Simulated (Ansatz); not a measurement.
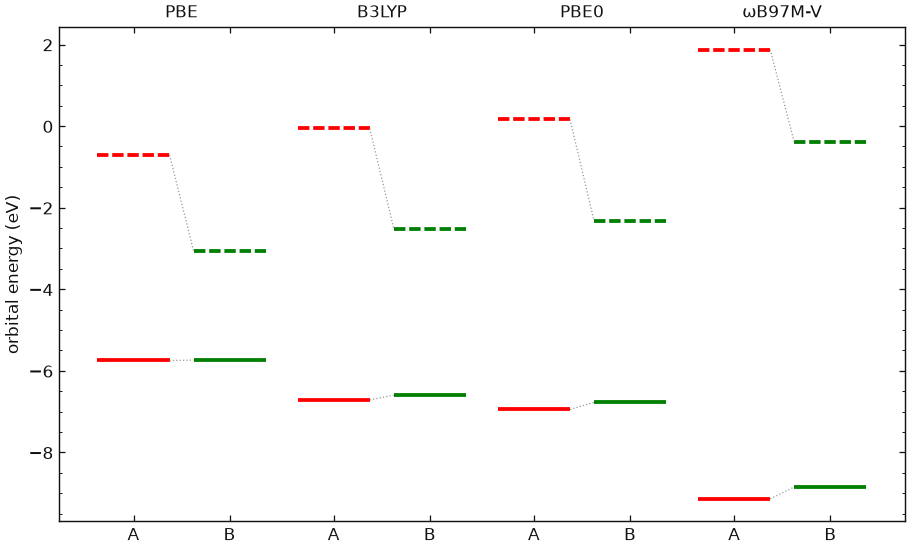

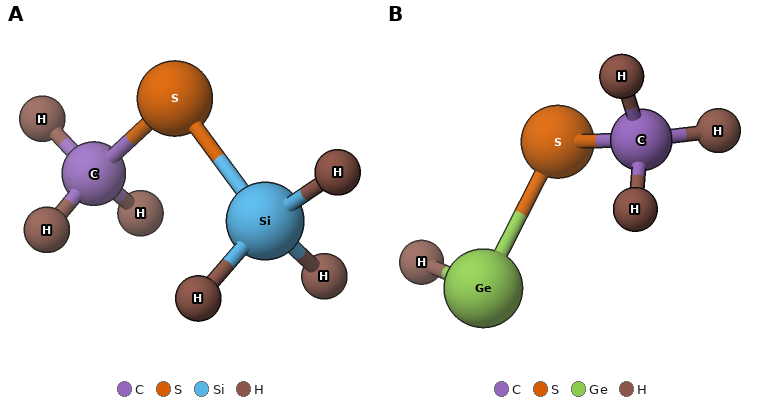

One change: A, CH₆SSi (SMILES CS[SiH3]), becomes B, CH₄GeS (SMILES C[S][GeH]). SiH₃ on S is replaced by GeH. HOMO (solid) and LUMO (dashed) computed in def2-TZVPP at PBE0-D4/def2-TZVP geometries, both minima by their frequencies, gas phase, the Ansatz code. Empty levels above zero depend strongly on the basis.

**What does the change do to HOMO and LUMO?**

PBE: the HOMO hardly moves, the LUMO falls by 2.35 eV, and the separation goes from 5.04 to 2.67 eV. B3LYP: the HOMO rises by 0.12 eV, the LUMO falls by 2.46 eV, and the separation goes from 6.66 to 4.08 eV. PBE0: the HOMO rises by 0.18 eV, the LUMO falls by 2.48 eV, and the separation goes from 7.11 to 4.45 eV. ωB97M-V: the HOMO rises by 0.29 eV, the LUMO falls by 2.27 eV, and the separation goes from 11.01 to 8.45 eV.

**Do the functionals agree on the effect?**

They agree on the direction for both levels; the HOMO shift lies between 0.01 and 0.29 eV and the LUMO shift between −2.48 and −2.27 eV, while the separations themselves differ by up to 6.0 eV between functionals.
